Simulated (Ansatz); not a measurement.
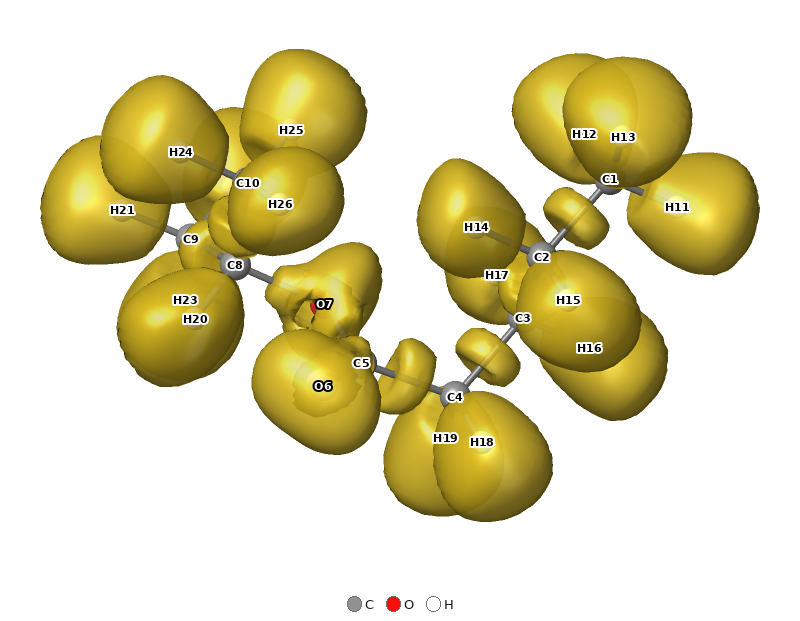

Figure. C$_{8}$H$_{16}$O$_{2}$. Isosurface of the electron localisation function at 0.75 (yellow), seen at a tilt. Only the valence region is drawn (cores and ρ < 0.01 e/Å³ removed).

Geometry: PBE0-D4/def2-TZVP.

All numbers below come from Ansatz, RKS PBE0-D4/def2-TZVPP.

```json
{"atom": "C", "x (Å)": "-1.1545", "y (Å)": "-2.5689", "z (Å)": "-1.8945"}
{"atom": "C", "x (Å)": "-1.3477", "y (Å)": "-1.1260", "z (Å)": "-1.4636"}
{"atom": "C", "x (Å)": "-0.2782", "y (Å)": "-0.2009", "z (Å)": "-2.0213"}
{"atom": "C", "x (Å)": "-0.4648", "y (Å)": "1.2542", "z (Å)": "-1.6048"}
{"atom": "C", "x (Å)": "-0.4262", "y (Å)": "1.4551", "z (Å)": "-0.1140"}
{"atom": "O", "x (Å)": "-1.2905", "y (Å)": "1.9841", "z (Å)": "0.5340"}
{"atom": "O", "x (Å)": "0.7086", "y (Å)": "0.9716", "z (Å)": "0.4089"}
{"atom": "C", "x (Å)": "0.8696", "y (Å)": "1.0701", "z (Å)": "1.8381"}
{"atom": "C", "x (Å)": "2.3568", "y (Å)": "1.0709", "z (Å)": "2.0962"}
{"atom": "C", "x (Å)": "0.1485", "y (Å)": "-0.0787", "z (Å)": "2.5080"}
{"atom": "H", "x (Å)": "-1.1832", "y (Å)": "-2.6627", "z (Å)": "-2.9838"}
{"atom": "H", "x (Å)": "-0.1881", "y (Å)": "-2.9539", "z (Å)": "-1.5570"}
{"atom": "H", "x (Å)": "-1.9320", "y (Å)": "-3.2175", "z (Å)": "-1.4850"}
{"atom": "H", "x (Å)": "-1.3454", "y (Å)": "-1.0682", "z (Å)": "-0.3691"}
{"atom": "H", "x (Å)": "-2.3348", "y (Å)": "-0.7714", "z (Å)": "-1.7809"}
{"atom": "H", "x (Å)": "-0.2853", "y (Å)": "-0.2530", "z (Å)": "-3.1152"}
{"atom": "H", "x (Å)": "0.7091", "y (Å)": "-0.5445", "z (Å)": "-1.6990"}
{"atom": "H", "x (Å)": "-1.4229", "y (Å)": "1.6437", "z (Å)": "-1.9519"}
{"atom": "H", "x (Å)": "0.3277", "y (Å)": "1.8690", "z (Å)": "-2.0430"}
{"atom": "H", "x (Å)": "0.4229", "y (Å)": "2.0160", "z (Å)": "2.1540"}
{"atom": "H", "x (Å)": "2.5498", "y (Å)": "1.1688", "z (Å)": "3.1664"}
{"atom": "H", "x (Å)": "2.8097", "y (Å)": "0.1390", "z (Å)": "1.7495"}
{"atom": "H", "x (Å)": "2.8408", "y (Å)": "1.9026", "z (Å)": "1.5815"}
{"atom": "H", "x (Å)": "0.2797", "y (Å)": "-0.0228", "z (Å)": "3.5909"}
{"atom": "H", "x (Å)": "0.5503", "y (Å)": "-1.0347", "z (Å)": "2.1626"}
{"atom": "H", "x (Å)": "-0.9199", "y (Å)": "-0.0417", "z (Å)": "2.2929"}
```

> Identify the bonds, lone pairs and shells in this picture.

At this value the surface marks out six regions between bonded C–C atoms (shared pairs), 16 regions around hydrogen nuclei and two regions on O in which the atom's valence shell and bonds are merged. Profiles from the grid: C–O (1.20 Å): the ELF peaks at about 0.85 between the atoms: a multiple bond. C–C (1.50 Å): the ELF peaks at about 0.95 between the atoms (a shared electron pair).
